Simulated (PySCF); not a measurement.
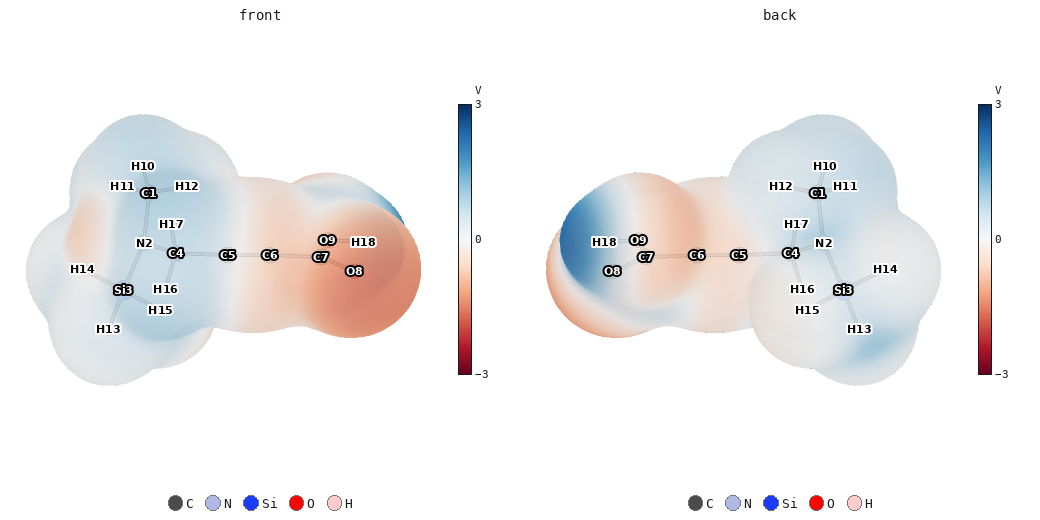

*C₅H₉NO₂Si (SMILES CN([SiH3])CC#CC(=O)O). The molecular electrostatic potential painted on the density surface at 0.001 e/bohr³, seen from the front and from behind; red is negative and blue positive.*

Geometry: GFN2-xTB.

Method: PBE0/pcSseg-1, SCF density, gas phase, non-relativistic in PySCF.

```xyz
18

C    -1.7753    0.6581    0.5983
N    -1.4658   -0.3822   -0.3516
Si   -1.5861   -0.1117   -2.0509
C    -0.5291   -1.3519    0.1674
C     0.8045   -0.8129    0.3509
C     1.8651   -0.2564    0.4774
C     3.1766    0.3015    0.6494
O     4.1688   -0.3340    0.8927
O     3.1709    1.6368    0.5094
H    -2.1611    0.2143    1.5214
H    -2.5369    1.3111    0.1806
H    -0.8965    1.2629    0.8489
H    -1.6089   -1.4557   -2.6296
H    -2.8517    0.5993   -2.2182
H    -0.4946    0.6640   -2.6572
H    -0.4712   -2.1959   -0.5253
H    -0.8867   -1.7238    1.1390
H     4.0691    1.9826    0.6292
```

### Where is the surface potential most negative and most positive?

The most negative region (about −1.5 V) lies over O8, the most positive (about +2.2 V) over H18. O8 is the likeliest acceptor of a hydrogen bond.
